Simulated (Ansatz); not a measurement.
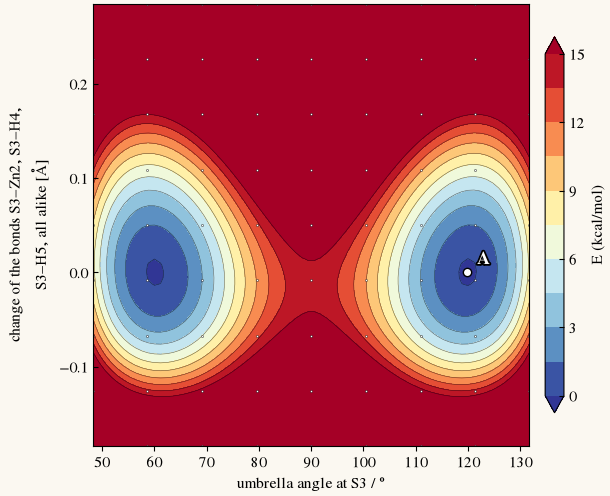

FH₂SZn, SMILES [F][Zn][SH2+], charge +1. The first coordinate is: umbrella angle at S3 (between each of its bonds and their common axis; 90 is planar); the second: change of the bonds S3–Zn2, S3–H4, S3–H5, all alike. Nothing is relaxed (all other coordinates rigid). The scan uses a 9 × 9 grid. Points are written as (first, second). Energies are in kcal/mol, from the lowest grid point. Theory: RKS wB97X-V/def2-SVP in Ansatz.

In the figure: filled contours, dots at the grid points, one colour for all values above the top of the scale, the well A. Between grid points the surface is interpolated.

### Estimate the position of the minimum and the force constants in these coordinates. Take the well at A.

The interpolated minimum is at the first coordinate ≈ 119.9°, the second coordinate ≈ 0.000 Å. The curvatures there are about 13 eV/rad² and 61 eV/Å², with a cross term of about −2 eV/(rad·Å). Round the minimum the two coordinates are weakly coupled (coupling −0.08 in units of the two stiffnesses). (1 eV is 23.1 kcal/mol.)
